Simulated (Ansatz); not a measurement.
A series of calculations on BH4SF

## 1. Relaxation

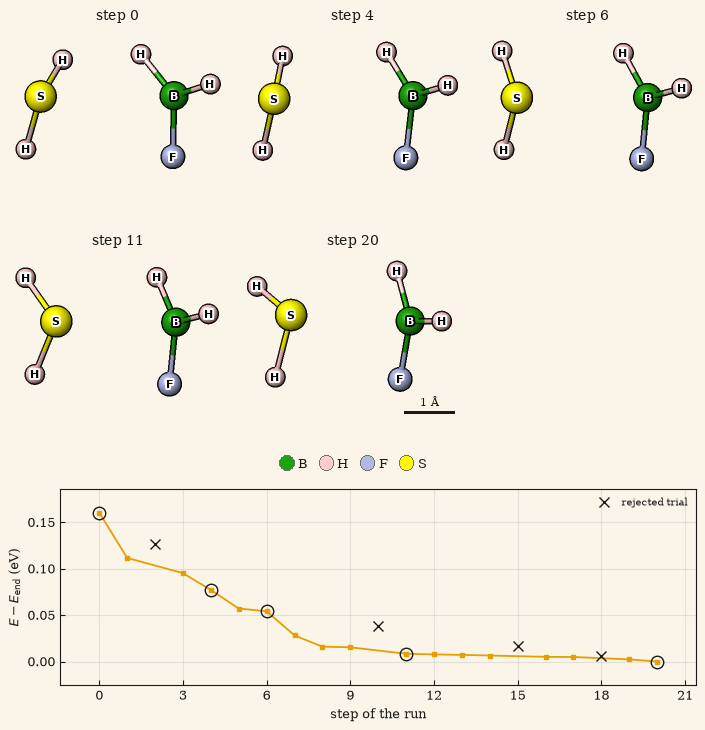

Frames of a relaxation of BH4SF, marked on the history of the run. A ball-and-stick model, seen at a tilt.

The run prepares an end point of a later path (reaction) calculation, from a guessed geometry.

The calculation used RKS B3LYP/def2-SVP in Ansatz 0.2.0. Set-up: no spin polarisation; force threshold 0.03 eV/Å; at most 50 steps.

**What happens along the run?**

The energy falls by 0.160 eV in 16 accepted moves (20 points after the start). The largest force component goes from 0.74 to 0.014 eV/Å. The line search rejected the trial steps at points 2, 10, 15, 18 of the run. The forces were under the threshold at step 13, but the run went on from there. The atom that moves furthest after the best rigid fit is an H atom (0.82 Å). By element the largest moves are H 0.82 Å, S 0.37 Å, F 0.18 Å, B 0.04 Å. Some distances before and after: B–S 3.089 → 2.750 Å, H–S 1.382 → 1.353 Å, B–F 1.323 → 1.336 Å. Cost: 47 s on 1 thread of Intel(R) Xeon(R) Platinum 8259CL CPU @ 2.50GHz (Skylake/Cascade Lake), with other jobs on the host, peak memory 0.15 GiB. From step 0 to 4: an H atom moves most (0.32 Å), energy −0.083 eV. From step 4 to 6: an H atom moves most (0.33 Å), energy −0.023 eV. From step 6 to 11: the S atom moves most (0.22 Å), energy −0.046 eV. From step 11 to 20: an H atom moves most (0.29 Å), energy −0.008 eV.

| step | E − E(0), eV | largest force component, eV/Å | note |
| --- | --- | --- | --- |
| 0 | 0.0000 | 0.7445 |  |
| 1 | -0.0488 | 0.4910 |  |
| 2 | -0.0341 | 0.8856 | rejected |
| 3 | -0.0652 | 0.3164 |  |
| 4 | -0.0833 | 0.1417 |  |
| 5 | -0.1033 | 0.2958 |  |
| 6 | -0.1063 | 0.8708 |  |
| 7 | -0.1323 | 0.2383 |  |
| 8 | -0.1444 | 0.2269 |  |
| 9 | -0.1451 | 0.3008 |  |
| 10 | -0.1226 | 0.5836 | rejected |
| 11 | -0.1521 | 0.0815 |  |
| 12 | -0.1527 | 0.0404 |  |
| 13 | -0.1533 | 0.0293 |  |
| 14 | -0.1540 | 0.0385 |  |
| 15 | -0.1442 | 0.5885 | rejected |
| 16 | -0.1554 | 0.0726 |  |
| 17 | -0.1555 | 0.2537 |  |
| 18 | -0.1540 | 0.2438 | rejected |
| 19 | -0.1582 | 0.0562 |  |
| 20 | -0.1604 | 0.0144 |  |

## 2. Relaxation

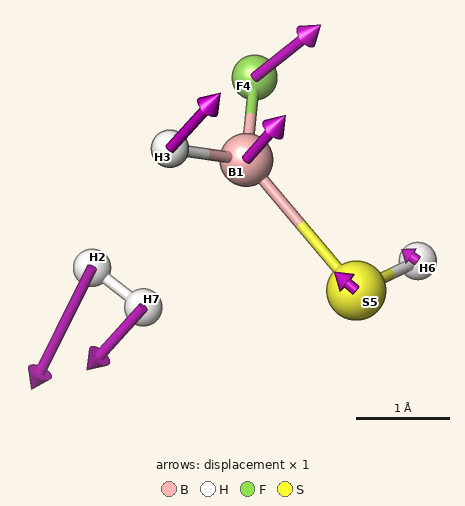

A relaxation of BH$_{4}$SF. The starting structure is drawn; purple arrows show the displacements, at their true length. The two geometries are superimposed by the best rigid fit.

A ball-and-stick model, seen at a tilt.

The run prepares an end point of a later path (reaction) calculation, from a guessed geometry.

These are results of RKS B3LYP/def2-SVP (Ansatz 0.2.0), not measurements. Settings: no spin polarisation; force threshold 0.03 eV/Å; at most 50 steps.

Which element moves most?

Answer. Hydrogen: up to 1.67 Å, against 1.06 Å for fluorine.

What happened in the run?

Answer. H2 moves most after the best rigid fit: 1.67 Å. Largest moves by element: H 1.67 Å, F 1.06 Å, B 0.74 Å, S 0.32 Å. Among the contacts that change: B1–S5 1.858 → 1.802 Å, H2–H7 0.720 → 0.761 Å, B1–H3 1.198 → 1.204 Å. After 28 accepted moves (33 points after the start) the energy has fallen by 24.4 kJ/mol. Largest force component: 1.7 eV/Å at the start, 0.016 eV/Å at the end. The line search rejected the trial steps at points 11, 14, 17, 31, 32 of the run. The forces were under the threshold at step 13, but the run went on from there.

Limits of the set-up: the start holds two separate molecules, 2.2 Å apart at their closest, whose relative position is a soft coordinate and is computed without a dispersion correction.

## 3. Path

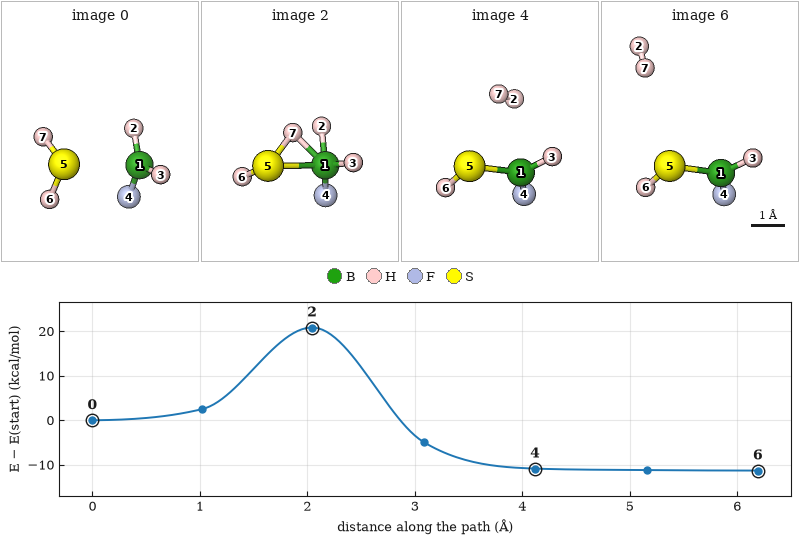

A search for the minimum-energy path of BH$_{4}$SF, made up at the start of BH2F and H₂S by the nudged elastic band. Images are numbered from 0 (start) to 6 (end). Style: ball-and-stick. Shown at a tilt.

Method: Ansatz 0.2.0, RKS B3LYP/def2-SVP. Settings: 5 movable images; climbing image; force threshold 0.03 eV/Å; iteration limit 60; starting path through a guess of the saddle point.

> What happens along the path, and what is the barrier?

Breaking: B1–H2 (1.21 → 1.32 at the top → 4.71 Å), S5–H7 (1.35 → 1.65 at the top → 3.34 Å). Forming: B1–S5 (2.75 → 2.08 at the top → 1.80 Å), H2–H7 (2.98 → 1.08 at the top → 0.76 Å). Forward barrier 20.8 kcal/mol, backward barrier 32.1 kcal/mol, with image 2 at the top; the reaction energy is −11.3 kcal/mol. The band converged in 18 iterations, with a climbing image at the top.

Limits of the set-up: the start holds two separate molecules, 2.7 Å apart at their closest, whose relative position is a soft coordinate and is computed without a dispersion correction.

Cost: 3.1 min on 1 thread of Intel(R) Xeon(R) Platinum 8259CL CPU @ 2.50GHz (Skylake/Cascade Lake), on a shared host, peak memory 0.14 GiB.
